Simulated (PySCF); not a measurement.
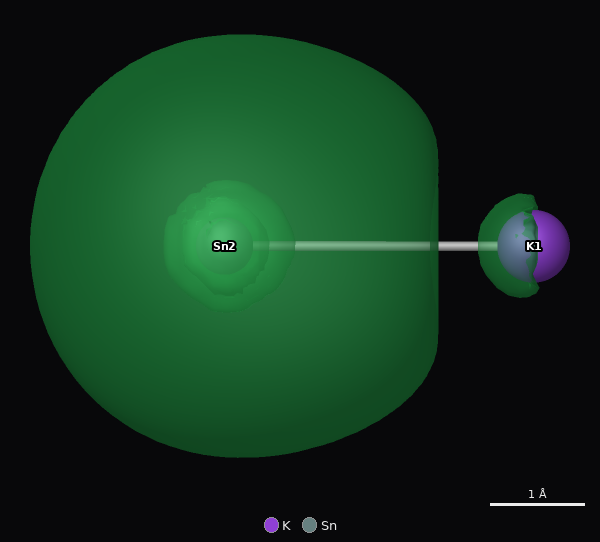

Figure 1: KSn (quartet). Isosurfaces of the spin density at +0.015 (green) and −0.015 e/Å³ (red), seen from one side.

Core potentials replace the inner electrons of Sn.

Theory: PBE0/def2-SVPD, non-relativistic Hamiltonian with scalar-relativistic core potentials where named, at a bond length of 3.293 Å (PySCF).

Which atoms carry the spin?

The unpaired spin (3 electrons) lies mostly on Sn2 (about 2.6) and K1 (about 0.4), in electrons by Hirshfeld's partition.
